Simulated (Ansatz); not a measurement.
**B₃F₂ (doublet): density, localisation and related maps**

```xyz
5

B    -0.0003   -0.0011   -0.0013
B     1.5011   -0.2270   -0.1252
B    -1.5012    0.2263    0.1249
F     2.7761   -0.4182   -0.2304
F    -2.7757    0.4200    0.2319
```

Geometry: PBE-D4/def2-SVP.

These are results of Ansatz 0.2.0, UKS PBE0-D4/def2-TZVP, not measurements.

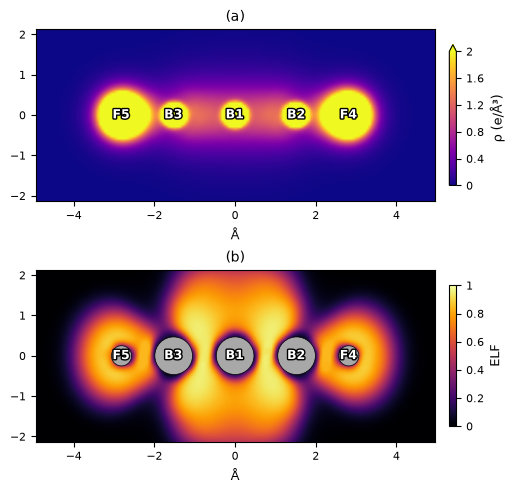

Figure 1. (a) electron density; (b) electron localisation function on a plane that holds the molecular axis. Grey discs cover the atomic cores in the ELF map.

Read the bonding off the picture.

The plane passes through B and F nuclei. B–F (1.29 Å): the density is about 2.4 e/Å³ at the midpoint; the ELF peaks at about 0.85 between the atoms; a short, strongly polar bond. B–B (1.52 Å): the density is about 1.2 e/Å³ at the midpoint; the ELF peaks at about 0.95 between the atoms, as expected for a covalent bond. The ELF also peaks beside F5 and F4, away from the bonds: non-bonding electrons, paired or unpaired.

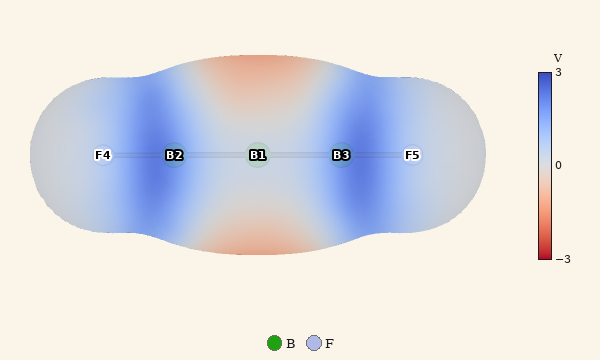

Figure 2. The molecular electrostatic potential painted on the density surface at 0.004 e/bohr³, seen across its widest extent; red is negative and blue positive.

Describe the electrostatic potential map.

The most negative region (about −1.1 V) lies over B1, the most positive (about +2.3 V) over B2 and B3.
